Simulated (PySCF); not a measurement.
```xyz
16

C    -2.2732    0.1769    0.8899
C    -1.0764    0.3931    0.3807
C    -0.2886   -0.6195   -0.4243
C    -0.0859   -0.1383   -1.8684
N     0.9130   -0.9258    0.2021
B     2.0225   -0.4934    0.7872
Cl    3.3207   -1.4773    1.4209
C     2.2255    1.0336    0.9478
N     2.3558    2.1655    1.0500
H    -2.7969    0.9403    1.4401
H    -2.7864   -0.7636    0.7736
H    -0.5630    1.3343    0.5202
H    -0.8713   -1.5558   -0.4445
H     0.4693    0.7968   -1.8675
H     0.4770   -0.8768   -2.4331
H    -1.0498    0.0190   -2.3446
```

Geometry: GFN2-xTB.

Theory: UKS B3LYP, pcH-1 on B C Cl H N, non-relativistic, mean-field spin-orbit, GIAO in PySCF 2.14.0, density-fitted response routines.

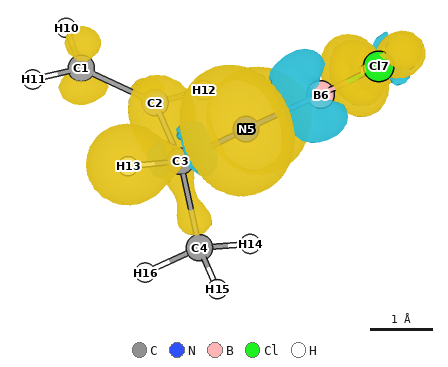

C5H7BClN2 (doublet). Isosurfaces of the spin density at +0.015 (yellow) and −0.015 e/Å³ (cyan), seen at a tilt.

Which atoms carry the spin?

The unpaired spin (1 electron) lies mostly on N5 (about 0.7), in electrons by Hirshfeld's partition.
